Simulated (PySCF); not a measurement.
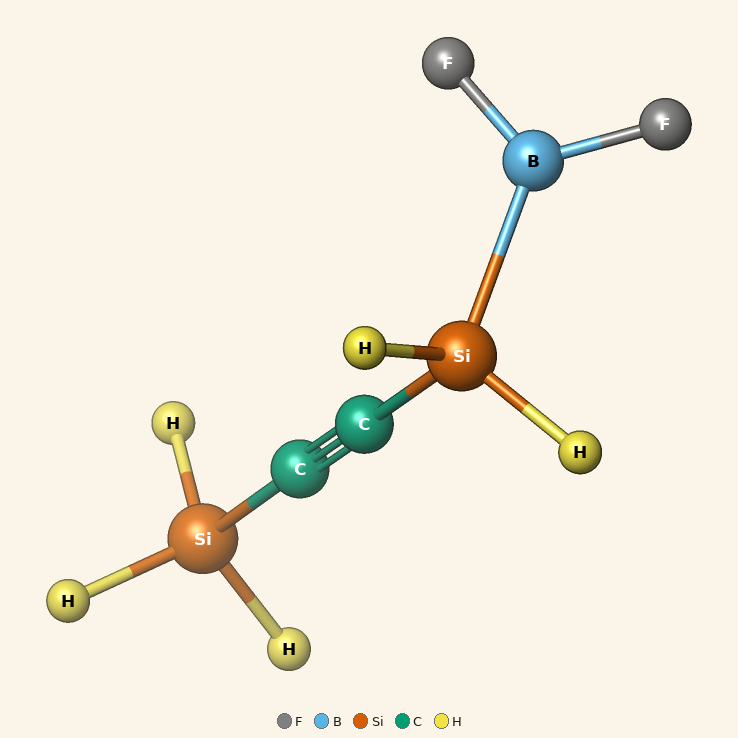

Orthographic view. Distant atoms are faded towards the background colour. The computed structure is the end point of a PBE0-D3(BJ)/def2-SVP optimisation. No frequency run is at hand to confirm it as a minimum.

Give the standard InChI.

InChI=1S/C2H5BF2Si2/c4-3(5)7-2-1-6/h7H2,6H3
